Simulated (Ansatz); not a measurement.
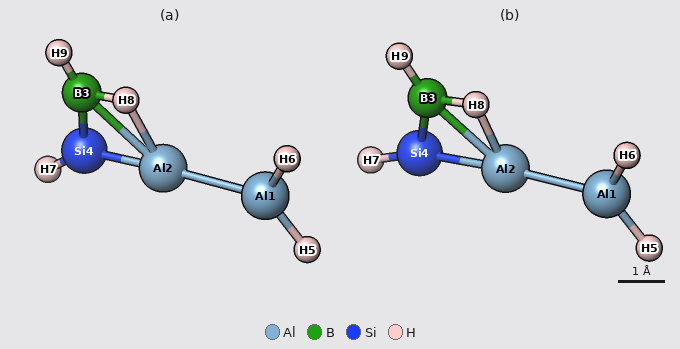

The structure of Al2BSiH5 before (left) and after (right) a relaxation, at one scale.

The picture is a ball-and-stick view, seen from a free direction.

It is one of the separated reactants of a reaction.

Level of theory: RKS PBE-D4/def2-SVP (Ansatz). Set-up: force threshold 0.03 eV/Å; at most 250 steps.

Q: Describe what moved and what it gained.

A: After 5 geometry steps the energy has fallen by 94.7 kJ/mol. Largest force component: 3.6 eV/Å at the start, 0.018 eV/Å at the end. The largest move after the best rigid fit is that of H7, 0.43 Å. By element the largest moves are H 0.43 Å, Si 0.19 Å, B 0.17 Å, Al 0.09 Å. Some distances before and after: Al2–Si4 2.017 → 2.234 Å, Al2–B3 2.454 → 2.318 Å, B3–H8 1.150 → 1.280 Å, Al2–H8 1.954 → 1.844 Å. Among the angles between lasting bonds that change: Al2–Si4–H7 143.2° → 161.0°, Si4–B3–H9 152.4° → 138.9°, Al2–Si4–B3 78.6° → 67.6°.
